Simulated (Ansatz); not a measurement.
# U-wB97M-V/def2-SVP run of CHClGeNO (SMILES O=C=[N][GeH][Cl])

What is the energy change on altering one bond length of CHClGeNO at U-wB97M-V/def2-SVP? 

The calculation is run with Ansatz 0.2.0.

123 further runs of the same task are left out: 123 set aside as unsound or not needed.

**1. Starting point**

The species is CHClGeNO (6 atoms), meant as a doublet with charge 0. SMILES: `O=C=[N][GeH][Cl]`. The shape is that of a PBE0-D4/def2-TZVP optimisation. This is one conformer, not always the lowest.

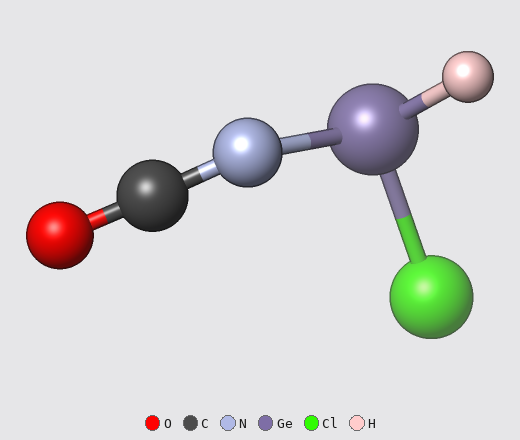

The structure, seen from a chosen angle (oxygen red, carbon dark grey, nitrogen light blue, germanium purple, chlorine green, hydrogen pink).

**2. The energy at U-wB97M-V/def2-SVP**

in.yaml

```yaml
crystal:
  periodic: [false, false, false]
  atoms:
    - {symbol: O, position_ang: [0.024100, -1.617100, -2.245100]}
    - {symbol: C, position_ang: [-0.242900, -1.020000, -1.284700]}
    - {symbol: "N", position_ang: [-0.575200, -0.454300, -0.273000]}
    - {symbol: Ge, position_ang: [-0.153300, 1.067300, 0.651100]}
    - {symbol: Cl, position_ang: [1.946900, 0.976200, 1.132800]}
    - {symbol: H, position_ang: [-0.957700, 0.983900, 1.972700]}
basis:
  gaussian:
    orbitals: def2-SVP
magnetization:
  spin_polarized: true
  initial_magnetization: 1
hamiltonian:
  xc: {name: wB97M-V}
accuracy: high
output: {orbitals: {seedname: orbitals}}
```

Launch:

```
$ ansatz run in.yaml --threads 1 --pin off --max-ram 3480MiB --events-out events.jsonl --progress --plain --runs-dir runs
```

Output:

```text
Warning: RAYON_NUM_THREADS=1 ignored (pool sized by the plan → 1); use --threads N
Functional definition: wB97M-V
  name "wB97M-V"
  parameter omega = 0.3/bohr
  parameter cx = 0.15
  parameter cx01 = 1.007
  parameter cx10 = 0.259
  parameter css00 = 0.443
  parameter css04 = -1.437
  parameter css10 = -4.535
  parameter css20 = -3.390
  parameter css43 = 4.278
  parameter cos00 = 1.000
  parameter cos10 = 1.358
  parameter cos20 = 2.924
  parameter cos21 = -8.812
  parameter cos60 = -1.390
  parameter cos61 = 9.142
  parameter b = 6.0
  parameter c = 0.01
  gx(w, u) = 1 - cx + cx01*u + cx10*w
  gss(w, u) = css00 + css04*u^4 + css10*w + css20*w^2 + css43*w^4*u^3
  gos(w, u) = cos00 + cos10*w + (cos20 + cos21*u)*w^2 + (cos60 + cos61*u)*w^6
  exchange = spin_sum(e_x_unif_sr(omega)*gx(b97_w, b97_u_x)) + cx*exact_x_sr(omega) + exact_x_lr(omega)
  correlation = spin_sum(e_c_pw_mod_same_spin*gss(b97_w, b97_u_same))
      + integral(e_c_pw_mod_opposite_spin*gos(b97_w_opposite, b97_u_opposite)) + vv10(b, c)
1963 factors; integrals over basis functions are off by at most 4.4e-9 eV
347 factors; integrals over basis functions are off by at most 2.0e-9 eV
mean field evaluation 1: about -73608.1628 eV, gradient 3.2e1 eV
mean field evaluation 2: about -73608.1860 eV, gradient 3.5e1 eV
mean field evaluation 4: about -73612.2289 eV, gradient 1.9e0 eV
mean field evaluation 8: about -73612.3642 eV, gradient 1.9e-1 eV
mean field evaluation 16: about -73612.3650 eV, gradient 7.5e-4 eV
mean field evaluation 32: about -73612.3650 eV, gradient 8.3e-8 eV
mean field -73612.36498257 eV, -2705.2045168565 hartree, gradient 8.3e-8 eV, S^2 0.752731; 0 other end points of the search recorded, 0 dependent functions left out
reference -73612.36498592 eV, -2705.2045169794 hartree; 36, 35 occupied and 61, 62 virtual orbitals, 1963 factors
Total energy: -73612.36498592 eV, -2705.2045169794 hartree
```

Run time: 2.5 min. Hardware: 1 thread of Arm Neoverse V1, shared host; peak memory 1.2 GiB.

**3. The distorted shape, same level**

in.yaml

```yaml
crystal:
  periodic: [false, false, false]
  atoms:
    - {symbol: O, position_ang: [-1.026013, -1.571549, -2.485953]}
    - {symbol: C, position_ang: [-1.293013, -0.974449, -1.525553]}
    - {symbol: "N", position_ang: [-1.625313, -0.408749, -0.513853]}
    - {symbol: Ge, position_ang: [-1.203413, 1.112851, 0.410247]}
    - {symbol: Cl, position_ang: [1.946900, 0.976200, 1.132800]}
    - {symbol: H, position_ang: [-2.007813, 1.029451, 1.731847]}
basis:
  gaussian:
    orbitals: def2-SVP
total_charge: 0
magnetization:
  spin_polarized: true
  initial_magnetization: 1
hamiltonian:
  xc: {name: wB97M-V}
accuracy: high
output: {orbitals: {seedname: orbitals}}
```

Launch:

```
$ ansatz run in.yaml --threads 1 --pin off --max-ram 3480MiB --events-out events.jsonl --progress --plain --runs-dir runs
```

Output (excerpt; [...] marks lines left out):

```text
Warning: RAYON_NUM_THREADS=1 ignored (pool sized by the plan → 1); use --threads N
[... 2 set-up lines as earlier in the session ...]
[...]
  gx(w, u) = 1 - cx + cx01*u + cx10*w
  gss(w, u) = css00 + css04*u^4 + css10*w + css20*w^2 + css43*w^4*u^3
  gos(w, u) = cos00 + cos10*w + (cos20 + cos21*u)*w^2 + (cos60 + cos61*u)*w^6
[...]
      + integral(e_c_pw_mod_opposite_spin*gos(b97_w_opposite, b97_u_opposite)) + vv10(b, c)
1912 factors; integrals over basis functions are off by at most 4.6e-9 eV
362 factors; integrals over basis functions are off by at most 1.4e-9 eV
[...]
mean field -73610.03833122 eV, -2705.1190139962 hartree, gradient 8.4e-8 eV, S^2 0.811788; 6 other end points of the search recorded, 0 dependent functions left out
reference -73610.03833474 eV, -2705.1190141258 hartree; 36, 35 occupied and 61, 62 virtual orbitals, 1912 factors
Total energy: -73610.03833474 eV, -2705.1190141258 hartree
```

It took 5.9 min on 1 thread of Arm Neoverse V1, shared host; peak memory 1.2 GiB.

**4. Summary of results**

At U-wB97M-V/def2-SVP:

| quantity | value |
| --- | --- |
| first shape: total energy | -2705.20452 Eh |
| first shape: HOMO energy (highest over α and β) | -8.85 eV |
| first shape: LUMO energy (lowest over α and β) | -1.90 eV |
| first shape: ⟨S²⟩ | 0.753 |
| distorted shape: total energy | -2705.11901 Eh |
| distorted shape: HOMO energy (highest over α and β) | -9.42 eV |
| distorted shape: LUMO energy (lowest over α and β) | -3.44 eV |
| distorted shape: ⟨S²⟩ | 0.812 |
| energy change with the Ge4–Cl5 bond stretched from 2.157 to 3.235 Å | 2.327 eV |

**Reading.** With the Ge4–Cl5 bond stretched from 2.157 to 3.235 Å the energy rises by 2.33 eV (54 kcal/mol). The first shape isn't relaxed at this level, so the change isn't measured from a minimum.
